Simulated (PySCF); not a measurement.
# [Yb(OH)4]−: how tightly the ligands are held

What does it cost to pull a ligand from [Yb(OH)4]−? It is a constructed species; whether it can be made isn't addressed.

Computed with PySCF 2.14.0. Level: PBE0, Yb lcecp-1-SVP with ECP59, O def2-SVP, H def2-SVP; scalar-relativistic core potentials, no spin–orbit coupling.

1 further run of the same task is left out (for a known fault of the program).

## 1. Starting geometry

9 atoms, charge -1, spin multiplicity 1.

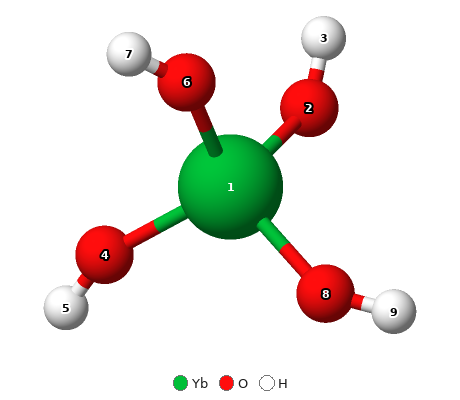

The geometry (ytterbium green, oxygen red, hydrogen white); atoms are numbered from 1 in the order of the file.

Geometry (Å):

```xyz
9
H4O4Yb
Yb   -0.0135   -0.0028    0.0020
O     1.1813    1.2594    1.1702
H     2.1317    1.3459    1.2536
O    -1.1488   -1.2814    1.1734
H    -1.9230   -1.5774    1.6452
O     1.2924   -1.1361   -1.1618
H     1.5605   -2.0348   -1.3466
O    -1.2541    1.1835   -1.1789
H    -1.3664    2.0539   -1.5571
```

Formal oxidation states: Yb +3. Each metal's 13 4f electrons lie in its core potential, so multiplicities, spins and levels count the valence alone. An earlier session relaxed this geometry at PBE0, Yb lcecp-1-SVP with ECP59, O def2-SVP, H def2-SVP (singlet, point group C1).

## 2. OH taken off

The ligand (atoms 2, 3) keeps its formal charge and a closed shell where it can; ligand and rest are solved at the complex's geometry, in vacuum, with the settings of the relaxation.

```csv
part,charge,state,energy (Eh)
complex,-1,singlet,-342.426956
ligand,-1,singlet,-75.579273
rest,0,singlet,-266.630573
```

It took 1.4 s on 2 threads of Arm Neoverse V1, shared host.

## 3. Rigid scan of OH

Atoms 2, 3 move together along the line from atom 1; the distance is to the donor, the donors' midpoint or the ring centre. Each point starts from the density of the one before.

```csv
distance (Å),energy from the relaxed point (eV)
1.79,1.069
1.89,0.405
1.99,0.087
2.09,0.000
2.19,0.063
2.29,0.222
2.49,0.684
2.79,1.468
3.19,2.393
3.69,3.247
```

It took 29 s on 2 threads of Arm Neoverse V1, shared host.

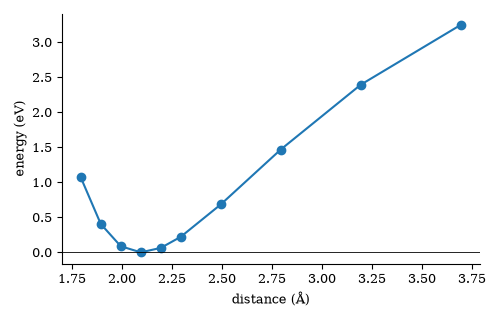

Energy along the rigid scan of OH.

## 4. Summary of results

| quantity | value |
| --- | --- |
| taking off OH | 5.91 eV |
| stiffness of the OH contact | 15.1 eV/Å² |

Taking off OH as a fragment of charge -1 costs 5.91 eV. Near 2.09 Å the OH contact has a stiffness of about 15.1 eV/Å², and the energy stands 3.25 eV higher at 3.69 Å. The free anion is solved without diffuse functions, no counterpoise correction is made, and the parts aren't relaxed; each of these makes the binding look larger. The bases are small and lack diffuse functions. Spin–orbit coupling is left out.
